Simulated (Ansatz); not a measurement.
```sh
ansatz run in.yaml --threads 2 --pin off --events-out ev --progress --plain --max-ram 4352MiB
```

```yaml
crystal:
  periodic: [false, false, false]
  atoms:
    - {symbol: Al, position_ang: [-0.185355, -0.862843, 0.078614]}
    - {symbol: H, position_ang: [1.376514, -1.218043, 0.132602]}
    - {symbol: H, position_ang: [-0.902269, -0.865107, -1.354659]}
    - {symbol: H, position_ang: [-1.072320, -1.170020, 1.364192]}
    - {symbol: H, position_ang: [1.003520, 1.381805, 0.226042]}
    - {symbol: O, position_ang: [0.070126, 1.149901, 0.167041]}
    - {symbol: H, position_ang: [-0.290314, 1.584307, -0.613831]}
basis:
  gaussian: {orbitals: def2-SVP}
hamiltonian: {xc: lda}
```

The geometry was computed by an optimisation with PBE0-D4/def2-TZVP.

Work out the structure from the coordinates.

It has 7 atoms: 1 aluminium, 5 hydrogen and 1 oxygen (AlH5O). This geometry has Cs symmetry. Coordination, clear cases only: 1 O trigonal pyramidal.

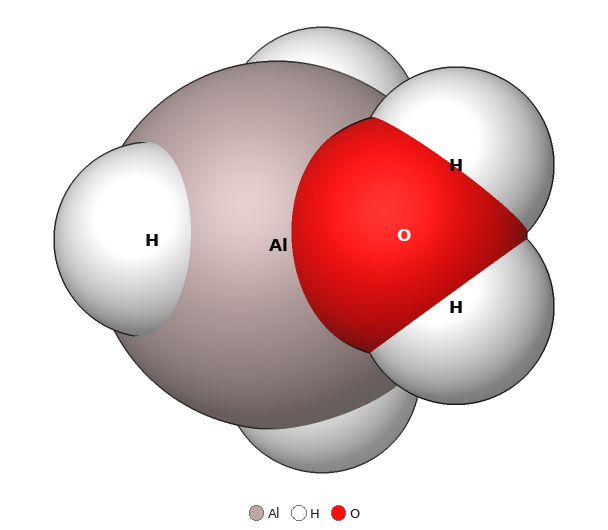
